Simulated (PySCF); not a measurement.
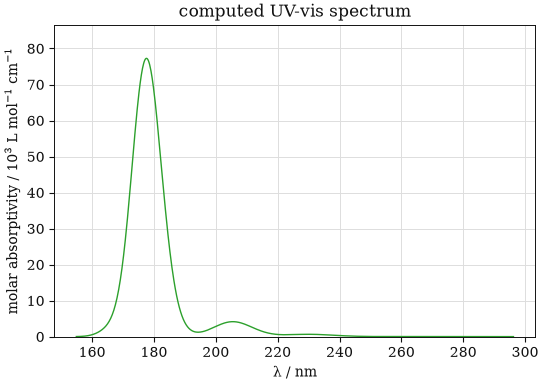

Vertical TDDFT excitations, CAM-B3LYP/def2-SVPD, PySCF 2.14.0, at a PBE0-D3(BJ)/def2-SVP geometry (no frequency check), gas phase. Only the first 10 singlet excitations are included; each is broadened by a Gaussian of 1/e half-width 0.25 eV.

Question: Whose absorption spectrum is this?
A. C₃H₂BBrF₂, SMILES FB(F)C1=C[C@H]1Br
B. C₂H₈B₂O₂, SMILES CBOBOC
C. C₈H₁₀O₂S, SMILES CCS(=O)(=O)c1ccccc1

Answer: Option C. Its lowest singlet lies at 5.39 eV (f = 0.010) and the brightest of those computed is S6 at 6.98 eV (178 nm), f = 0.879, mainly HOMO → LUMO+1 (65 %).

Caveats: one conformer of a flexible molecule; core orbitals are frozen in the response.
